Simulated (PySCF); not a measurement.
# BrH, SMILES `Br`: electronic structure

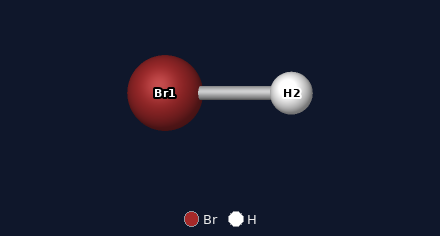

The molecule, with its atoms numbered as below. No frequency check shows the geometry to be a minimum.

Cartesian coordinates (Å):

```
Br1      0.0389    0.0000    0.0000
H2      -1.3627    0.0000    0.0000
```

## 1. Bonding charge

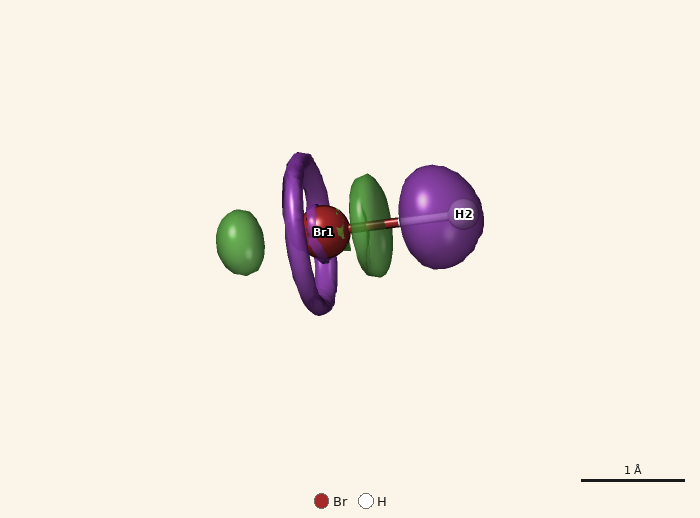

Deformation density (molecule less spherical, spin-averaged free atoms at the same positions), surfaces at ±0.1 e/Å³; purple: gain, green: loss.

Method: PBE0/def2-SVP; geometry: GFN2-xTB; program: PySCF.

**How much density has each bond gained at its critical point, relative to the free atoms?**

Br1–H2: +0.30 e/Å³ at the bond critical point (bond length 1.40 Å, Mayer order 1.0). In all, 0.4 electrons gather in the regions of gain relative to the promolecule.

**Where do the Hirshfeld charges lie?**

The highest Hirshfeld charge is on H2 (+0.09 e), the lowest on Br1 (−0.09 e).

| atom | charge (e) |
| --- | --- |
| Br1 | −0.09 |
| H2 | +0.09 |

## 2. Bond critical points

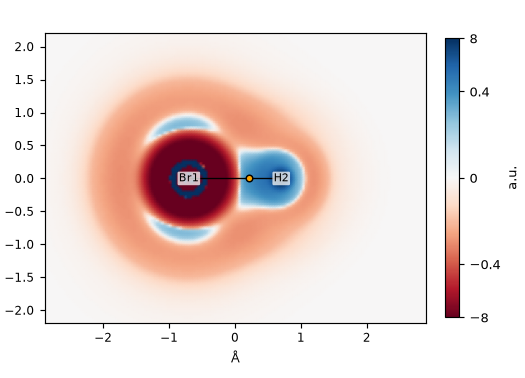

Negative Laplacian of the density (−∇²ρ) in a plane that holds the bond (blue positive, red negative, colour scale in a.u., logarithmic beyond ±0.04), with bond paths and bond critical points (dots).

**At which bond critical points in this plane is charge locally concentrated, and at which depleted?**

Concentrated (∇²ρ < 0): Br1–H2 (−0.43 a.u.). At none is it depleted.

**Where along Br1–H2 does the critical point lie?**

0.92 Å from Br1 and 0.49 Å from H2.

## 3. Local ionisation energy

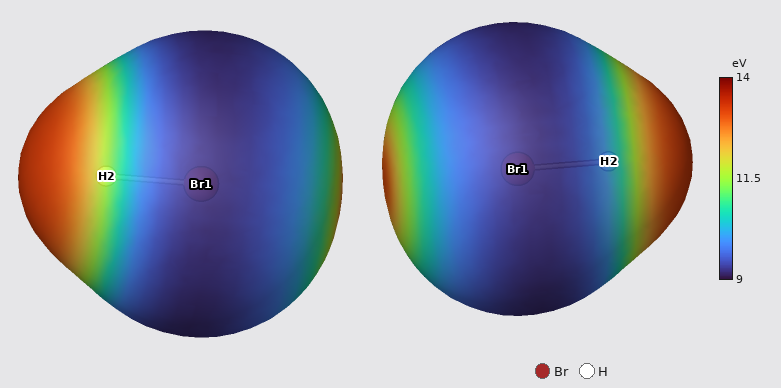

Average local ionisation energy on the surface of electron density 0.001 a.u. (back view left, front view right).

**Locate the minima of the map.**

The lowest value is 9.2 eV, 2.2 Å from Br1, and at like points elsewhere. For comparison, the highest occupied orbital lies at −8.5 eV.

## 4. Excited states

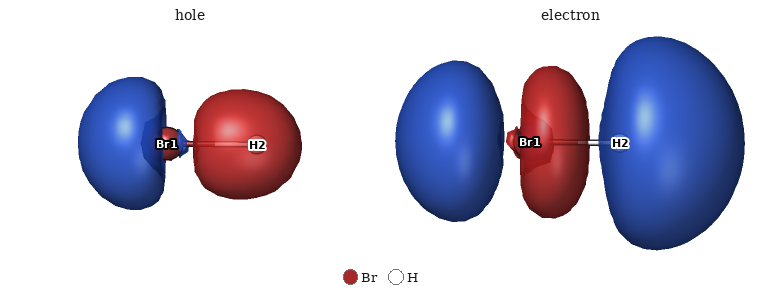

Leading natural transition orbital pair of S₃ (full linear response singlet states); the surfaces enclose about 78 % of each orbital's density.

Computed with PySCF, PBE0/cc-pVDZ, geometry: GFN2-xTB. Without diffuse functions Rydberg states are missing, so the states' numbers hold for this basis only.

**Where does the state lie, and where do hole and electron sit?**

12.26 eV (101 nm), f = 0.705 (bright), partly diffuse acceptor orbital, which a basis without diffuse functions describes poorly; the leading pair carries 97 %; hole on Br1 (75 %) and H2 (25 %), electron on Br1 (50 %) and H2 (50 %) (atom shares of so diffuse an orbital are rough); their centroids lie 0.8 Å apart. In canonical orbitals it is mainly HOMO−2 → LUMO (97 %). The HOMO–LUMO gap is 8.80 eV.

## 5. Removing or adding an electron

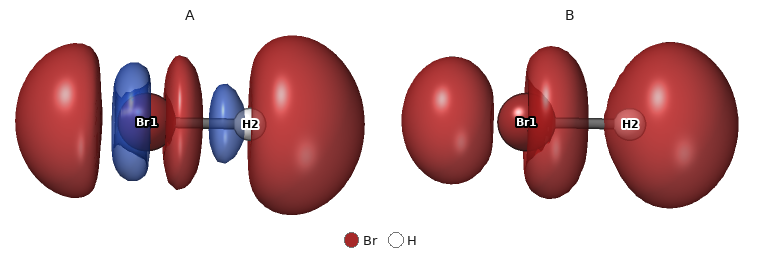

The Fukui function f⁺ from two separate SCF calculations and the density of the LUMO, at ±0.03 e/Å³ (red positive, blue negative).

Computed with PySCF, PBE0/cc-pVDZ, geometry: GFN2-xTB.

**Which panel is which, and how good is the frozen-orbital picture?**

A is f⁺ (it has negative regions), B the LUMO density. The LUMO lies on Br1 (52 %) and H2 (48 %); f⁺ (Hirshfeld-condensed) is largest on Br1 (0.55) and H2 (0.45); the vertical electron affinity is −2.52 eV (the stability of the anion's solution wasn't checked; negative, but this basis has no diffuse functions, so it doesn't show that the anion is unbound). Relaxation shifts 2 % of the electron between atoms. The orbital energy is 0.22 eV.
